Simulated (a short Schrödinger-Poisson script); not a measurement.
Structure: symmetric double-gate stack, SiO2 on p-type Ge(100), at 77 K.

| layer | material | thickness (nm) | Na (cm⁻³) |
|---|---|---|---|
| 1 | SiO2 | 2.2 | - |
| 2 | Ge | 4 | 3e16 |
| 3 | SiO2 | 2.2 | - |

The device is made up for the run: typed textbook-type constants, with dimensions and the other settings drawn at random. SiO2: permittivity 3.9, conduction-band edge (eV) 3.1, gap (eV) 9, electron mass (mₑ) 0.5. Ge: permittivity 16, conduction-band edge (eV) 0, gap (eV) 0.664, Nv at 300 K (cm⁻³) 6e18.

Channel valleys (confinement mass, in-plane density-of-states mass, number): L4 0.12, 0.295, 4. At the gates, both at one voltage, the conduction-band edge of layer 1 lies 3.16 eV − eVg above the Fermi level of the channel. Gaps are held at their typed values at every temperature. Mesh 0.03 nm at interfaces.

From a short Schrödinger-Poisson script (our own, NumPy): 1D Poisson equation in equilibrium, electrons quantum, Hartree (BenDaniel-Duke, 12 states a valley, the channel's in-plane mass for all, wave functions free to enter the dielectric), parabolic valleys, classical holes, full ionisation, no traps, pinning or gate leakage.

Only gate voltages with over 1e8 electrons/cm² are shown.

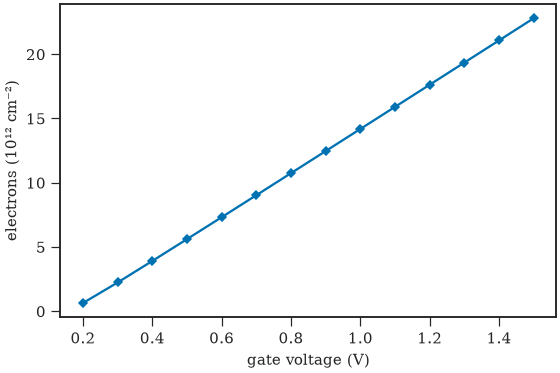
*Sheet density against gate voltage*

| Vg (V) | electrons (cm⁻²) | C (μF/cm²) | L4 E0 (meV) | L4 E1 (meV) |
|---|---|---|---|---|
| 0.2 | 6.44e11 | 2.37 | 10.1 | 365.2 |
| 0.4 | 3.92e12 | 2.71 | -5.6 | 343.9 |
| 0.6 | 7.32e12 | 2.74 | -14.1 | 329.7 |
| 0.8 | 1.07e13 | 2.75 | -21.6 | 316.6 |
| 1 | 1.42e13 | 2.76 | -28.7 | 303.8 |
| 1.2 | 1.76e13 | 2.76 | -35.7 | 291.3 |
| 1.4 | 2.11e13 | 2.76 | -42.8 | 278.8 |

Subbands count from the Fermi level. The capacitance is that of both gates.

Only the L valleys are kept; under strong confinement the Δ valleys of Ge fill too.
